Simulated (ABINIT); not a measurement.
## BeTlI3 (Pm-3m): zone-centre phonons

Which modes does BeTlI3 (Pm-3m) have at the zone centre?

Method: DFT PBEsol, scalar-relativistic, plane waves, PseudoDojo norm-conserving pseudopotentials, in ABINIT 10.8.3.

The structure was built from a prototype and need not be the compound's stable phase.

### 1. Starting point

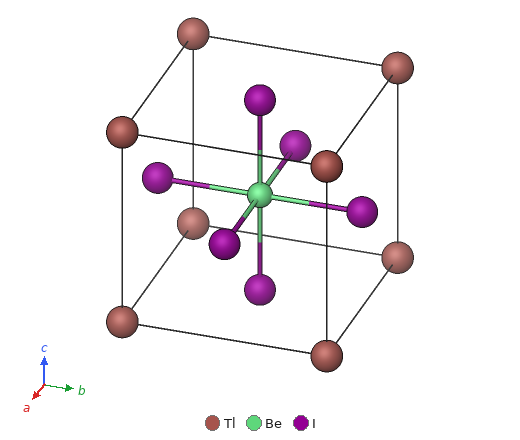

Start, viewed from a free direction; thallium brown, beryllium green, iodine purple. Some periodic images of atoms are drawn too.

### 2. A probe with smearing

A first run with smearing and empty bands tells whether the crystal has a gap, which decides between fixed occupations and smearing later on.

probe.abi

```
# ground state
tolvrs 1.0d-08
prtden 1
prtwf 1

# basis, mesh and filling
ecut 38.0
ngkpt 4 4 4
nshiftk 1
shiftk 0.0 0.0 0.0
istwfk *1
occopt 7
tsmear 0.005
nband 27
nstep 100
diemac 9.0
prtebands 0
prtgsr 0
useylm 1

# cell and atoms
acell 3*1.0 Angstrom
rprim 
    5.194 0.0 0.0
    0.0 5.194 0.0
    0.0 0.0 5.194
ntypat 3
znucl 81 4 53
natom 5
typat 1 2 3 3 3
xred 
    0.0 0.0 0.0
    0.5 0.5 0.5
    0.5 0.5 0.0
    0.5 0.0 0.5
    0.0 0.5 0.5
pp_dirpath "./pseudo"
pseudos "Tl.upf, Be.upf, I.upf"
```

Command:

```
$ OMP_NUM_THREADS=1 mpirun -n 4 abinit probe.abi > probe.log
```

Numbers of over 12 decimals in the logs are rounded to 6 here.

probe.abo, the main output file:

```text
[banners, grids, parts of the stress and lines that vanish by symmetry left out]
- input  file    -> probe.abi
- output file    -> probe.abo
- root for input  files -> probei
[...]
Symmetries : space group Pm -3 m (#221); Bravais cP (primitive cubic)
[...]
mpw =       10635          nfft =      216000          nkpt =          10
[...]
== DATASET  1 ==================================================================
[...]
cutoff_energies: {ecut:  38.0, pawecutdg:  -1.0, }
[...]
ETOT  1  -113.01452454435    -1.130E+02 1.658E-01 1.717E+02
 ETOT  2  -113.47766640919    -4.631E-01 6.582E-03 1.744E+01
 ETOT  3  -113.47907982176    -1.413E-03 1.578E-03 1.772E+00
 ETOT  4  -113.47916236191    -8.254E-05 2.787E-03 1.045E-01
 ETOT  5  -113.47917081864    -8.457E-06 9.817E-04 1.409E-03
 ETOT  6  -113.47917090573    -8.710E-08 2.044E-03 3.227E-04
 ETOT  7  -113.47917093421    -2.848E-08 7.602E-04 2.501E-05
 ETOT  8  -113.47917093630    -2.082E-09 1.039E-03 1.609E-07
 ETOT  9  -113.47917093630    -8.285E-12 2.641E-04 5.527E-09
 At SCF step    9       vres2   =  5.53E-09 < tolvrs=  1.00E-08 =>converged.
[...]
sigma(1 1)= -9.43064973E-05  sigma(3 2)=  0.00000000E+00
  sigma(2 2)= -9.43064973E-05  sigma(3 1)=  0.00000000E+00
  sigma(3 3)= -9.43064973E-05  sigma(2 1)=  0.00000000E+00
[...]
convergence: {deltae: -8.285E-12, res2:  5.527E-09, residm:  2.641E-04, diffor: null, }
etotal    :  -1.13479171E+02
[...]
sigma(1 1)= -9.43064973E-05  sigma(3 2)=  0.00000000E+00
  sigma(2 2)= -9.43064973E-05  sigma(3 1)=  0.00000000E+00
  sigma(3 3)= -9.43064973E-05  sigma(2 1)=  0.00000000E+00
[...]
- sigma(1 1)= -2.77459294E+00  sigma(3 2)=  0.00000000E+00
- sigma(2 2)= -2.77459294E+00  sigma(3 1)=  0.00000000E+00
- sigma(3 3)= -2.77459294E+00  sigma(2 1)=  0.00000000E+00
[...]
fcart     -0.0000000000E+00 -0.0000000000E+00 -0.0000000000E+00
           strten     -9.4306497269E-05 -9.4306497269E-05 -9.4306497269E-05
================================================================================

[key lines of the parts left out:]
pressure_GPa:   2.7746E+00
```

Elapsed: 31 s, on 4 MPI ranks of Arm Neoverse V2, shared host; 2.1 min of CPU time.

Numbers from this step:

```
volume per atom   : 28.02 Å³
pressure          : 2.775 GPa
gap on the k-mesh : 0.04925 eV
```

A gap of 0.049 eV on this mesh is too small to trust, so smearing is kept; the printed pressure holds the stress of the finite basis too.

### 3. Rough relaxation

The typed start is rough, so a first relaxation with smearing and loose thresholds takes it towards rest cheaply.

prerelax.abi

```
# relaxation
ionmov 2
optcell 2
dilatmx 1.15
chkdilatmx 0
ntime 40
tolmxf 3.0d-04
tolvrs 1.0d-10
prtwf 0
prtden 0
chksymtnons 0

# basis, mesh and filling
ecut 38.0
ecutsm 3.0
ngkpt 4 4 4
nshiftk 1
shiftk 0.0 0.0 0.0
istwfk *1
occopt 7
tsmear 0.005
nband 27
nstep 100
diemac 9.0
prtebands 0
prtgsr 0
useylm 1

# cell and atoms
acell 3*1.0 Angstrom
rprim 
    5.194 0.0 0.0
    0.0 5.194 0.0
    0.0 0.0 5.194
ntypat 3
znucl 81 4 53
natom 5
typat 1 2 3 3 3
xred 
    0.0 0.0 0.0
    0.5 0.5 0.5
    0.5 0.5 0.0
    0.5 0.0 0.5
    0.0 0.5 0.5
pp_dirpath "./pseudo"
pseudos "Tl.upf, Be.upf, I.upf"
```

Command:

```
$ OMP_NUM_THREADS=1 mpirun -n 4 abinit prerelax.abi > prerelax.log
```

prerelax.abo, the main output file:

```text
[banners, grids, parts of the stress and lines that vanish by symmetry left out]
- input  file    -> prerelax.abi
- output file    -> prerelax.abo
- root for input  files -> prerelaxi
[...]
Symmetries : space group Pm -3 m (#221); Bravais cP (primitive cubic)
[...]
mpw =       16176          nfft =      262144          nkpt =          10
[...]
== DATASET  1 ==================================================================
[...]
cutoff_energies: {ecut:  38.0, pawecutdg:  -1.0, }
[...]
ETOT  1  -113.04193415852    -1.130E+02 2.173E-01 1.556E+02
 ETOT  2  -113.47774440712    -4.358E-01 8.558E-03 1.264E+01
 ETOT  3  -113.47889104368    -1.147E-03 2.194E-03 7.453E-01
 ETOT  4  -113.47892344025    -3.240E-05 2.160E-03 4.698E-02
 ETOT  5  -113.47892626819    -2.828E-06 4.575E-04 1.835E-03
[...]
At SCF step   10       vres2   =  3.04E-11 < tolvrs=  1.00E-10 =>converged.
[...]
ETOT  9  -113.48237121922    -1.918E-12 5.541E-04 1.106E-11
 At SCF step    9       vres2   =  1.11E-11 < tolvrs=  1.00E-10 =>converged.
[...]
sigma(1 1)= -7.09371170E-07  sigma(3 2)=  0.00000000E+00
  sigma(2 2)= -7.09371170E-07  sigma(3 1)=  0.00000000E+00
  sigma(3 3)= -7.09371170E-07  sigma(2 1)=  0.00000000E+00
[...]
convergence: {deltae: -1.918E-12, res2:  1.106E-11, residm:  5.541E-04, diffor: null, }
etotal    :  -1.13482371E+02
[...]
At Broyd/MD step   4, gradients are converged :
[...]
sigma(1 1)= -7.09371170E-07  sigma(3 2)=  0.00000000E+00
  sigma(2 2)= -7.09371170E-07  sigma(3 1)=  0.00000000E+00
  sigma(3 3)= -7.09371170E-07  sigma(2 1)=  0.00000000E+00
[...]
- sigma(1 1)= -2.08704204E-02  sigma(3 2)=  0.00000000E+00
- sigma(2 2)= -2.08704204E-02  sigma(3 1)=  0.00000000E+00
- sigma(3 3)= -2.08704204E-02  sigma(2 1)=  0.00000000E+00
[...]
fcart     -0.0000000000E+00 -0.0000000000E+00 -0.0000000000E+00
           strten     -7.0937117018E-07 -7.0937117017E-07 -7.0937117017E-07
================================================================================

[key lines of the parts left out:]
pressure_GPa:   2.0870E-02
Total energy (etotal) [Ha]= -1.13482371219215E+02
```

It took 2.4 min on 4 MPI ranks; 9.7 min of CPU time.

The steps of the relaxation:

| step | energy less that of the first step (eV) | largest force (eV/Å) | volume (Å³) |
| --- | --- | --- | --- |
| 1 | 0.0000 | 0.0000 | 140.12 |
| 2 | -0.0207 | 0.0000 | 141.36 |
| 3 | -0.0930 | 0.0000 | 150.30 |
| 4 | -0.0937 | 0.0000 | 151.25 |

| conventional cell, symmetrised | before | after | change |
| --- | --- | --- | --- |
| a (Å) | 5.194 | 5.328 | +2.6 % |
| b (Å) | 5.194 | 5.328 | +2.6 % |
| c (Å) | 5.194 | 5.328 | +2.6 % |
| volume (Å³/atom) | 28.02 | 30.25 | +7.9 % |

Final coordinates:

```xyz
5
Lattice="5.3281 0.0000 0.0000 0.0000 5.3281 0.0000 0.0000 0.0000 5.3281" Properties=species:S:1:pos:R:3 pbc="T T T"
Tl    0.0000    0.0000    0.0000
Be    2.6640    2.6640    2.6640
I     2.6640    2.6640    0.0000
I     2.6640    0.0000    2.6640
I     0.0000    2.6640    2.6640
```

Read from the output:

| Quantity | Value |
| --- | --- |
| volume per atom | 30.25 Å³ |
| pressure | 0.02087 GPa |
| gap on the k-mesh | 0 eV |

The volume changes by +7.9 % in this run and stands +7.9 % from the first cell.

### 4. Relaxation

The harmonic expansion needs vanishing forces, and a free crystal bears no stress, so cell and atoms are brought to rest. Stress is more sensitive to the basis than forces are: the last 3 Ha under the cutoff are smoothed with ecutsm, and the cutoff is raised above that of the later runs.

relax.abi

```
# relaxation
ionmov 2
optcell 2
dilatmx 1.08
ntime 40
tolmxf 1.0d-05
tolvrs 1.0d-14
prtwf 0
prtden 0
chksymtnons 0

# basis, mesh and filling
ecut 47.0
ecutsm 3.0
ngkpt 6 6 6
nshiftk 1
shiftk 0.0 0.0 0.0
istwfk *1
occopt 7
tsmear 0.001
nband 27
nstep 100
diemac 9.0
prtebands 0
prtgsr 0
useylm 1

# cell and atoms
acell 3*1.0 Angstrom
rprim 
    5.328064159 0.0 0.0
    0.0 5.328064159 0.0
    0.0 0.0 5.328064159
ntypat 3
znucl 81 4 53
natom 5
typat 1 2 3 3 3
xred 
    0.0 0.0 0.0
    0.5 0.5 0.5
    0.5 0.5 0.0
    0.5 0.0 0.5
    0.0 0.5 0.5
pp_dirpath "./pseudo"
pseudos "Tl.upf, Be.upf, I.upf"
```

Command:

```
$ OMP_NUM_THREADS=1 mpirun -n 4 abinit relax.abi > relax.log
```

relax.abo, the main output file:

```text
[banners, grids, parts of the stress and lines that vanish by symmetry left out]
- input  file    -> relax.abi
- output file    -> relax.abo
- root for input  files -> relaxi
[...]
Symmetries : space group Pm -3 m (#221); Bravais cP (primitive cubic)
[...]
mpw =       19882          nfft =      373248          nkpt =          20
[...]
== DATASET  1 ==================================================================
[...]
cutoff_energies: {ecut:  47.0, pawecutdg:  -1.0, }
[...]
ETOT  1  -112.91441895278    -1.129E+02 3.854E-01 4.799E+02
 ETOT  2  -113.47918979460    -5.648E-01 1.336E-02 8.880E+01
 ETOT  3  -113.48267633075    -3.487E-03 4.068E-03 7.854E+00
 ETOT  4  -113.48287531390    -1.990E-04 1.455E-03 1.161E+00
 ETOT  5  -113.48291058804    -3.527E-05 9.047E-04 2.117E-02
[...]
At SCF step   13       vres2   =  1.73E-15 < tolvrs=  1.00E-14 =>converged.
[...]
sigma(1 1)=  1.19354386E-06  sigma(3 2)=  0.00000000E+00
  sigma(2 2)=  1.19354386E-06  sigma(3 1)=  0.00000000E+00
  sigma(3 3)=  1.19354386E-06  sigma(2 1)=  0.00000000E+00
[...]
convergence: {deltae: -7.390E-12, res2:  1.728E-15, residm:  1.156E-04, diffor: null, }
etotal    :  -1.13482912E+02
[...]
ETOT  1  -113.48291154502    -1.135E+02 2.141E-04 2.943E-03
[...]
At SCF step    9       vres2   =  4.49E-15 < tolvrs=  1.00E-14 =>converged.
[...]
sigma(1 1)=  1.08016392E-06  sigma(3 2)=  0.00000000E+00
  sigma(2 2)=  1.08016392E-06  sigma(3 1)=  0.00000000E+00
  sigma(3 3)=  1.08016392E-06  sigma(2 1)=  0.00000000E+00
[...]
convergence: {deltae:  3.823E-12, res2:  4.494E-15, residm:  2.071E-05, diffor: null, }
etotal    :  -1.13482912E+02
[...]
ETOT  1  -113.48290051460    -1.135E+02 1.984E-03 2.665E-01
[...]
ETOT  9  -113.48291223804    -3.539E-12 2.066E-06 3.947E-13
 ETOT 10  -113.48291223804     9.038E-12 3.857E-06 4.117E-15
 At SCF step   10       vres2   =  4.12E-15 < tolvrs=  1.00E-14 =>converged.
[...]
sigma(1 1)= -1.79170549E-09  sigma(3 2)=  0.00000000E+00
  sigma(2 2)= -1.79170549E-09  sigma(3 1)=  0.00000000E+00
  sigma(3 3)= -1.79170550E-09  sigma(2 1)=  0.00000000E+00
[...]
convergence: {deltae:  9.038E-12, res2:  4.117E-15, residm:  3.857E-06, diffor: null, }
etotal    :  -1.13482912E+02
[...]
At Broyd/MD step   3, gradients are converged :
[...]
sigma(1 1)= -1.79170549E-09  sigma(3 2)=  0.00000000E+00
  sigma(2 2)= -1.79170549E-09  sigma(3 1)=  0.00000000E+00
  sigma(3 3)= -1.79170550E-09  sigma(2 1)=  0.00000000E+00
[...]
- sigma(1 1)= -5.27137956E-05  sigma(3 2)=  0.00000000E+00
- sigma(2 2)= -5.27137956E-05  sigma(3 1)=  0.00000000E+00
- sigma(3 3)= -5.27137958E-05  sigma(2 1)=  0.00000000E+00
[...]
fcart     -0.0000000000E+00 -0.0000000000E+00 -0.0000000000E+00
           strten     -1.7917054936E-09 -1.7917054945E-09 -1.7917055005E-09
================================================================================

[key lines of the parts left out:]
pressure_GPa:   5.2714E-05
Total energy (etotal) [Ha]= -1.13482912238035E+02
```

Wall time 5.1 min (4 MPI ranks).

Little changed from the start: no atom moved by 0.005 Å and no cell edge by 0.1 %.

Numbers from this step:

```yaml
volume_per_atom: 30.22 Å³
pressure: 5.27e-5 GPa
```

The volume changes by -0.1 % in this run and stands +7.8 % from the first cell.

### 5. Ground state

First-order wavefunctions inherit every error of the ground state, hence the very tight tolvrs. Smearing stays on, as the first look found no gap above 0.3 eV.

gs.abi

```
# ground state
tolvrs 1.0d-16
prtden 1
prtwf 1

# basis, mesh and filling
ecut 38.0
ngkpt 6 6 6
nshiftk 1
shiftk 0.0 0.0 0.0
istwfk *1
occopt 7
tsmear 0.001
nband 27
nstep 100
diemac 9.0
prtebands 0
prtgsr 0
useylm 1

# cell and atoms
acell 3*1.0 Angstrom
rprim 
    5.326057903 0.0 0.0
    0.0 5.326057903 0.0
    0.0 0.0 5.326057903
ntypat 3
znucl 81 4 53
natom 5
typat 1 2 3 3 3
xred 
    0.0 0.0 0.0
    0.5 0.5 0.5
    0.5 0.5 0.0
    0.5 0.0 0.5
    0.0 0.5 0.5
pp_dirpath "./pseudo"
pseudos "Tl.upf, Be.upf, I.upf"
```

Command:

```
$ OMP_NUM_THREADS=1 mpirun -n 4 abinit gs.abi > gs.log
```

gs.abo, the main output file:

```text
[banners, grids, parts of the stress and lines that vanish by symmetry left out]
- input  file    -> gs.abi
- output file    -> gs.abo
- root for input  files -> gsi
[...]
Symmetries : space group Pm -3 m (#221); Bravais cP (primitive cubic)
[...]
mpw =       11536          nfft =      216000          nkpt =          20
[...]
== DATASET  1 ==================================================================
[...]
cutoff_energies: {ecut:  38.0, pawecutdg:  -1.0, }
[...]
ETOT  1  -112.98777456828    -1.130E+02 2.018E-01 1.640E+02
 ETOT  2  -113.48034530904    -4.926E-01 9.246E-03 1.913E+01
 ETOT  3  -113.48254973365    -2.204E-03 2.016E-03 1.406E+00
 ETOT  4  -113.48262770942    -7.798E-05 2.903E-03 9.870E-02
 ETOT  5  -113.48263558413    -7.875E-06 1.119E-03 3.064E-03
[...]
ETOT 12  -113.48263605109     1.309E-11 6.318E-05 8.011E-15
 ETOT 13  -113.48263605109     3.268E-13 7.458E-05 9.344E-17
 At SCF step   13       vres2   =  9.34E-17 < tolvrs=  1.00E-16 =>converged.
[...]
sigma(1 1)=  2.92526385E-06  sigma(3 2)=  0.00000000E+00
  sigma(2 2)=  2.92526385E-06  sigma(3 1)=  0.00000000E+00
  sigma(3 3)=  2.92526385E-06  sigma(2 1)=  0.00000000E+00
[...]
convergence: {deltae:  3.268E-13, res2:  9.344E-17, residm:  7.458E-05, diffor: null, }
etotal    :  -1.13482636E+02
[...]
sigma(1 1)=  2.92526385E-06  sigma(3 2)=  0.00000000E+00
  sigma(2 2)=  2.92526385E-06  sigma(3 1)=  0.00000000E+00
  sigma(3 3)=  2.92526385E-06  sigma(2 1)=  0.00000000E+00
[...]
- sigma(1 1)=  8.60642339E-02  sigma(3 2)=  0.00000000E+00
- sigma(2 2)=  8.60642339E-02  sigma(3 1)=  0.00000000E+00
- sigma(3 3)=  8.60642339E-02  sigma(2 1)=  0.00000000E+00
[...]
fcart     -0.0000000000E+00 -0.0000000000E+00 -0.0000000000E+00
           strten      2.9252638534E-06  2.9252638534E-06  2.9252638534E-06
================================================================================

[key lines of the parts left out:]
pressure_GPa:  -8.6064E-02
```

Wall time 67 s (4 MPI ranks).

Read from the output:

* pressure: -0.08606 GPa

The cell stands at -0.086 GPa, close enough for phonons.

[end of part 1 of 3]

[Host names and launcher messages were left out of these logs when they were recorded.]

[Logs are printed without paths, hosts, clocks, repeated set-up lines and the standing remarks that a program may print on its own settings, such as how far it seeks lower states.]

[Hosts, paths, dates, database ids (printed as entryN), source tags and the programs' standing remarks are cut or masked in the printed files.]
